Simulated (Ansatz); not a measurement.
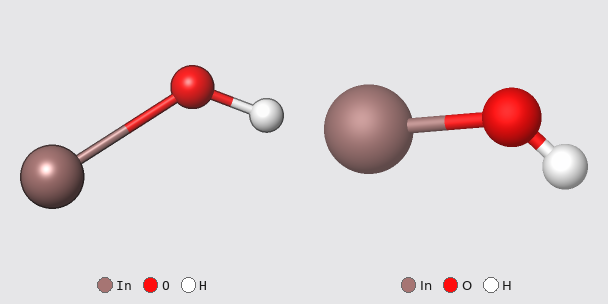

The same structure drawn twice, from different directions.

> Give the formula.

HInO, 3 atoms: 1 hydrogen, 1 indium and 1 oxygen.

> Count the bonded pairs by element.

1 In–O, 1 O–H. Sticks follow a distance rule.

The parts below concern this one geometry. Atoms keep their numbers from picture to picture. The geometry was computed by an optimisation with PBE0-D4/def2-TZVP.

Shape

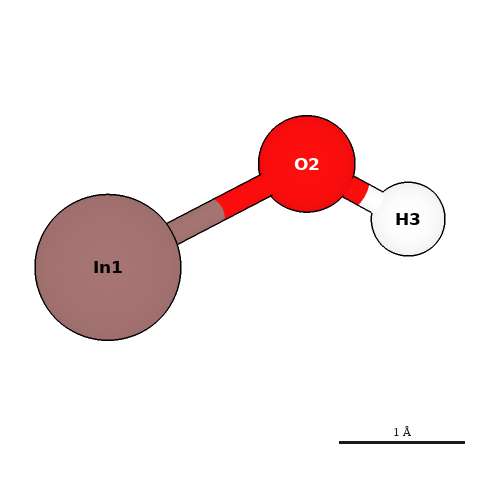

Atoms carry their numbers in the input.

> What is the geometry at O2?

O2 has 2 neighbours (In1 at 2.02, H3 at 0.96 Å); the arrangement is bent.

Electronic properties

Level of theory: RKS PBE0-D4/def2-TZVPP, core potentials on In (Ansatz 0.2.0).

Predict the main results.

- HOMO energy (Kohn–Sham orbital): −6.75 eV
- LUMO energy (Kohn–Sham orbital): −1.35 eV
- HOMO–LUMO gap: 5.39 eV

Charges

The questions are on Mulliken charges. Level of theory: RKS PBE0-D4/def2-TZVP, core potentials on In (Ansatz 0.2.0).

List the Mulliken charges.

```csv
atom,value (e)
In1,0.44
O2,−0.73
H3,0.29
```

Dipole moment

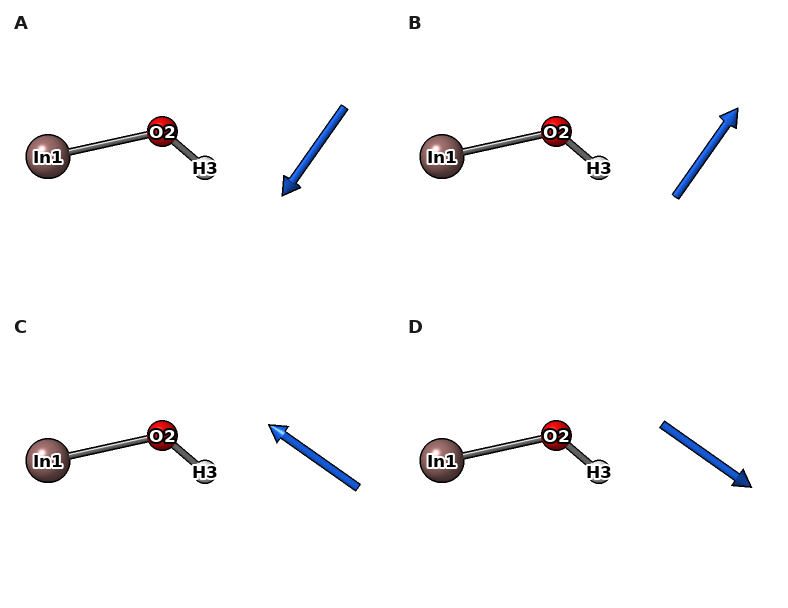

The same molecule four times, each with an arrow. Method: RKS PBE0-D4/def2-TZVP, core potentials on In (Ansatz 0.2.0).

> Which arrow points along the dipole moment, from the negative to the positive end?

A. The dipole moment is 1.91 D; it points from the side of O2, H3 to the side of In1 (the outermost atoms at the two ends).

Mulliken values depend strongly on the basis set and can even reverse the polarity of a bond.
